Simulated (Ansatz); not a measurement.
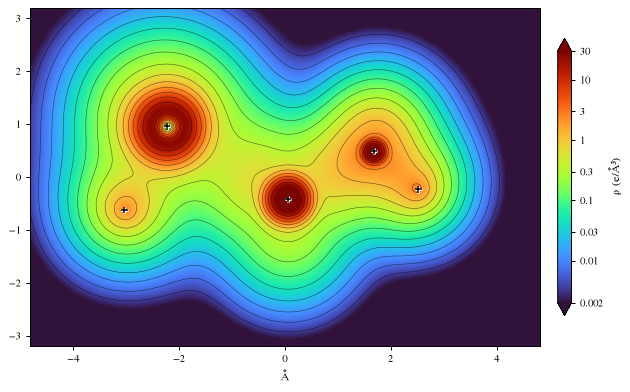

The electron density on a plane through atoms (crosses mark nuclei in the plane).

Computed with isolated molecule in a Gaussian basis; Kohn-Sham density functional theory, functional PBE0 (Ansatz).

Candidates:
A. CH$_{4}$F$_{2}$SiSn (SMILES C[Si](F)(F)[SnH])
B. F$_{2}$H$_{2}$NSi$_{2}$ (SMILES F[SiH](F)N=[SiH]) (doublet)
C. CH$_{3}$F$_{2}$OSi (SMILES [CH2+]O[SiH](F)F) (charge +1)

### Which candidate gave the map?

Candidate A: CH$_{4}$F$_{2}$SiSn on the plane of atoms Si4, C1 and H7, which holds C, Si, Sn and H. C–Si (1.86 Å): ρ is about 1 e/Å³ halfway. Si–Sn (2.66 Å): the density is about 0.47 e/Å³ at the midpoint.
